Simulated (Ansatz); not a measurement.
Cd (P6_3/mmc, No. 194): the end point of a relaxation at fixed volume with DFT HSE06, scalar-relativistic, plane waves, PAW in Ansatz 0.2.0.

```cif
data_structure
_symmetry_space_group_name_H-M 'P 1'
_symmetry_Int_Tables_number 1
_cell_length_a 3.0592
_cell_length_b 3.0592
_cell_length_c 5.4218
_cell_angle_alpha 90.000
_cell_angle_beta 90.000
_cell_angle_gamma 120.000
_cell_volume 43.94
loop_
_atom_site_label
_atom_site_type_symbol
_atom_site_fract_x
_atom_site_fract_y
_atom_site_fract_z
_atom_site_occupancy
Cd1 Cd 0.33333 0.66667 0.75000 1
Cd2 Cd 0.66667 0.33333 0.25000 1
```

> What will a Z-contrast image along [100] show? Simulation: incoherent imaging, intensity Z^1.6 per atom, probe width 1.30 Å, thin sample. A slight drift was added.

The columns repeat on a rectangular net of 2.65 × 5.42 Å (plane group p2mg). All columns are alike (Cd). The shortest distance between visible columns is 2.65 Å in projection. Along the beam the structure repeats every 3.06 Å.

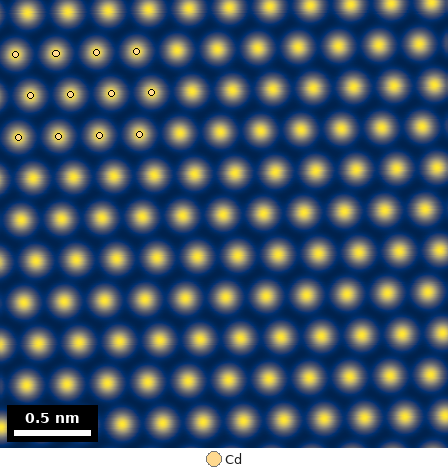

The simulated image, with the columns of the model marked in one corner.
